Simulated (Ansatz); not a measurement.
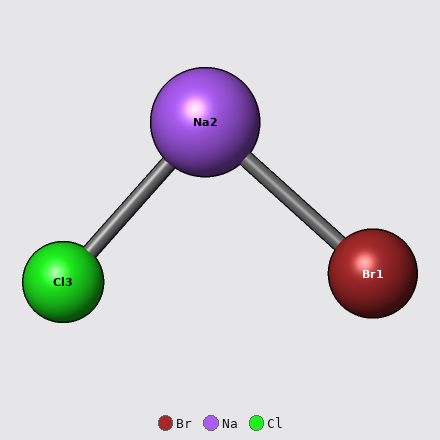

The system is Br⁻ + NaCl; the picture shows the reference structure. The first coordinate is: distance Br1–Na2; the second: distance Na2–Cl3. Nothing is relaxed (the angle Br1–Na2–Cl3 is fixed at 90 degrees). Grid: 10 × 10 points. Points are written as (first, second). Energies are in kJ/mol, from Br with charge -1 far from the relaxed NaCl (each part in its own basis). Computed with RHF-MP2, frozen core/def2-TZVPD in Ansatz 0.2.0.

Its coordinates:

```xyz
3

Br   -2.6720    0.0000    0.0000
Na    0.0000    0.0000    0.0000
Cl    0.0000    2.5280    0.0000
```

Range: distance Br1–Na2 from 2.288 to 3.888 Å; distance Na2–Cl3 from 2.144 to 3.744 Å.

What landscape does the calculation give?

Answer. The lowest grid point is at (2.672 Å, 2.528 Å), −103 kJ/mol from Br with charge -1 far from the relaxed NaCl (each part in its own basis). It is the only kind of minimum in the scanned range. The highest grid point, (3.888 Å, 3.744 Å), lies 151 kJ/mol above the lowest. Round the minimum the valley is somewhat tilted: raising distance Br1–Na2 shifts the best value of distance Na2–Cl3 downwards (coupling k₁₂/√(k₁₁k₂₂) about 0.2).

| distance Na2–Cl3 ↓, distance Br1–Na2 → | 2.288 | 2.380 | 2.514 | 2.672 | 2.846 | 3.033 | 3.232 | 3.442 | 3.661 | 3.888 |
| --- | --- | --- | --- | --- | --- | --- | --- | --- | --- | --- |
| 3.744 | −14 | −30 | −40 | −40 | −32 | −18 | −2 | 16 | 33 | 49 |
| 3.517 | −24 | −40 | −51 | −52 | −45 | −32 | −16 | 0 | 16 | 31 |
| 3.298 | −34 | −51 | −63 | −65 | −59 | −47 | −32 | −17 | −2 | 12 |
| 3.088 | −45 | −62 | −75 | −78 | −73 | −62 | −49 | −34 | −20 | −7 |
| 2.889 | −54 | −72 | −86 | −90 | −86 | −77 | −64 | −51 | −38 | −26 |
| 2.702 | −59 | −78 | −94 | −99 | −96 | −88 | −77 | −65 | −53 | −42 |
| 2.528 | −59 | −79 | −95 | −103 | −101 | −95 | −85 | −74 | −63 | −52 |
| 2.370 | −49 | −70 | −88 | −97 | −97 | −92 | −83 | −73 | −63 | −54 |
| 2.236 | −28 | −50 | −70 | −80 | −82 | −77 | −70 | −61 | −51 | −43 |
| 2.144 | −2 | −26 | −47 | −58 | −60 | −57 | −50 | −42 | −33 | −25 |

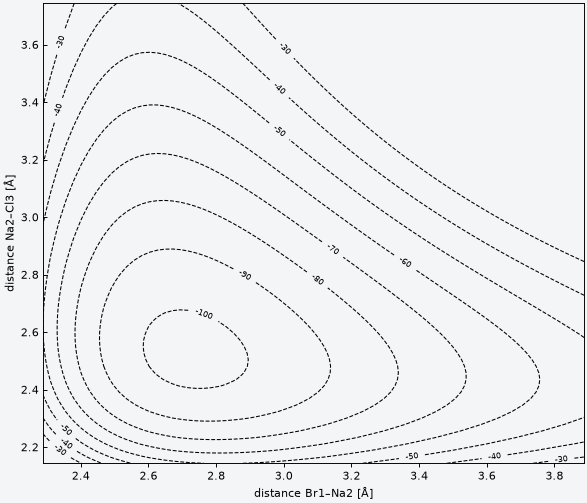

The picture shows contour lines labelled in kJ/mol (none above −30). Between grid points the surface is interpolated.

The whole map (100 points run) took 13 min on 1 thread of Arm Neoverse V1, on a shared host.
